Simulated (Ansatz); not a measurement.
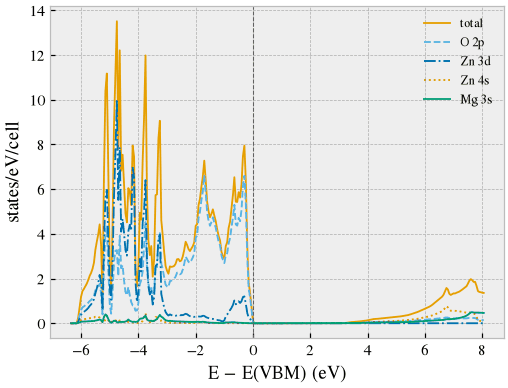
*Total and projected density of states of Mg2ZnO3 in space group P-3m1 (No. 164; Mg on 2d, Zn on 1a, O on 2d, O on 1b), PBEsol (plane waves, PAW; program Ansatz)*

Which orbitals carry the states next to the gap?

Top 1 eV of the valence band: O 2p 83 %, Zn 3d 14 %. Bottom 1 eV of the conduction band: O 2s 30 %, Zn 4s 28 %, Mg 3s 23 %, O 2p 17 %. Projections are on Löwdin-orthogonalised atomic valence shells; empty p or d shells of many metals are not among them.

Where is the tallest occupied peak in this window, and what makes it?

Near -4.8 eV, about 14 states/eV per cell; the largest projected share is Zn 3d.

The first step of the workflow began from a Materials Project structure, measured or hypothetical; the Crystallography Open Database copy checked does not list it. With Mg and Zn taken as one species the cell has the higher symmetry Fm-3m, so it may be an ordered model of a mixed-site phase. Its standing as an ambient phase is unchecked. The PBEsol relaxation kept the symmetry of its start; of distortions, only those at the zone centre were tested.

Potentials: the later of the program's two PAW sets.
